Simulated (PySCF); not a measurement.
```json
{"atom": "F", "x (Å)": "4.2167", "y (Å)": "-1.1990", "z (Å)": "0.9436"}
{"atom": "C", "x (Å)": "3.2759", "y (Å)": "-0.6984", "z (Å)": "0.1883"}
{"atom": "F", "x (Å)": "3.7429", "y (Å)": "-0.3242", "z (Å)": "-0.9779"}
{"atom": "C", "x (Å)": "1.9902", "y (Å)": "-0.5746", "z (Å)": "0.5371"}
{"atom": "F", "x (Å)": "1.6512", "y (Å)": "-1.0139", "z (Å)": "1.7669"}
{"atom": "Si", "x (Å)": "0.5908", "y (Å)": "0.1463", "z (Å)": "-0.4943"}
{"atom": "C", "x (Å)": "-0.4574", "y (Å)": "1.2827", "z (Å)": "0.5874"}
{"atom": "C", "x (Å)": "-1.9377", "y (Å)": "1.1247", "z (Å)": "0.1896"}
{"atom": "Si", "x (Å)": "-2.2240", "y (Å)": "-0.6766", "z (Å)": "-0.3167"}
{"atom": "N", "x (Å)": "-0.6140", "y (Å)": "-1.0410", "z (Å)": "-0.8934"}
{"atom": "H", "x (Å)": "1.2349", "y (Å)": "0.7819", "z (Å)": "-1.6817"}
{"atom": "H", "x (Å)": "-0.1231", "y (Å)": "2.3318", "z (Å)": "0.5507"}
{"atom": "H", "x (Å)": "-0.2984", "y (Å)": "0.9403", "z (Å)": "1.6249"}
{"atom": "H", "x (Å)": "-2.1633", "y (Å)": "1.7477", "z (Å)": "-0.6929"}
{"atom": "H", "x (Å)": "-2.6193", "y (Å)": "1.4573", "z (Å)": "0.9888"}
{"atom": "H", "x (Å)": "-3.2605", "y (Å)": "-0.8260", "z (Å)": "-1.3863"}
{"atom": "H", "x (Å)": "-2.6458", "y (Å)": "-1.5450", "z (Å)": "0.8299"}
{"atom": "H", "x (Å)": "-0.3890", "y (Å)": "-1.8988", "z (Å)": "-1.3850"}
```

Geometry: PBE0-D3(BJ)/def2-SVP.

All numbers below come from PBE0/pcSseg-1, SCF density, gas phase, non-relativistic in PySCF.

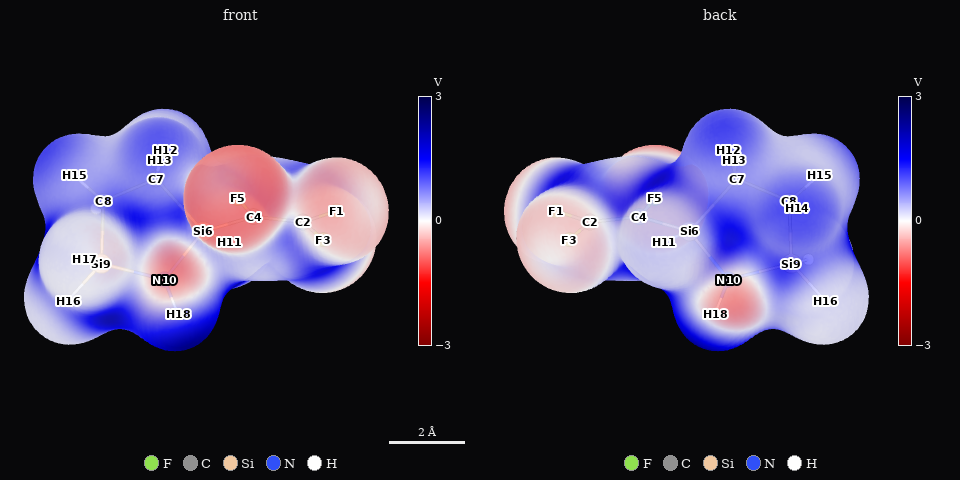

C₄H₈F₃NSi₂. The molecular electrostatic potential painted on the density surface at 0.004 e/bohr³, seen from the front and from behind; red is negative and blue positive.

### Describe the electrostatic potential map.

The most negative region (about −0.8 V) lies over F5, the most positive (about +2.3 V) over H18.

### How polar is the molecule by this calculation?

Its dipole moment is 1.43 D.
